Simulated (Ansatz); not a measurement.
System: GaH···H2O.

Input

```
crystal:
  periodic: [false, false, false]
  atoms:
    - { symbol: Ga, position_ang: [-0.254576, -0.319551, -1.012458] }
    - { symbol: O, position_ang: [1.260548, 0.309277, 1.476574] }
    - { symbol: H, position_ang: [0.978004, -0.380069, 2.104288] }
    - { symbol: H, position_ang: [1.818861, -0.182961, 0.823611] }
    - { symbol: H, position_ang: [-1.757537, 0.291905, -0.563615] }
basis:
  gaussian: { orbitals: def2-TZVP }
hamiltonian:
  xc: pbe
relax:
  f_tol: 0.03
  max_steps: 50
output:
  orbitals: {}
```

Command:

```sh
ansatz run input.yaml --threads 2 --pin off --max-ram 3072MiB --backend cpu --events-out ev --progress --plain --runs-dir out
```

The fields are those of the run's last geometry, not of the input's.

All numbers below come from RKS PBE/def2-TZVP in Ansatz 0.2.0.

What can the converged electron density and electron localisation function tell about the bonding?

Answer. O–H (0.97 Å): ρ is about 3.7 e/Å³ halfway; the ELF climbs to about 1 towards the hydrogen, as it does in any bond to H; an ordinary covalent bond to hydrogen.

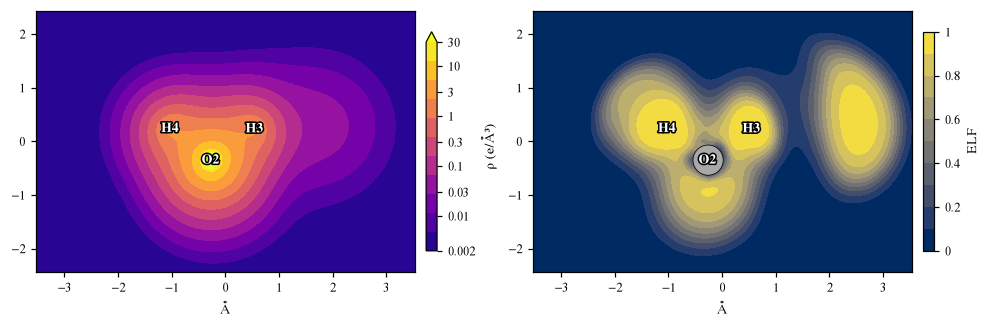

Computed electron density and electron localisation function on the plane of atoms H3, O2 and H4, in this order. Grey discs cover the atomic cores in the ELF map. 
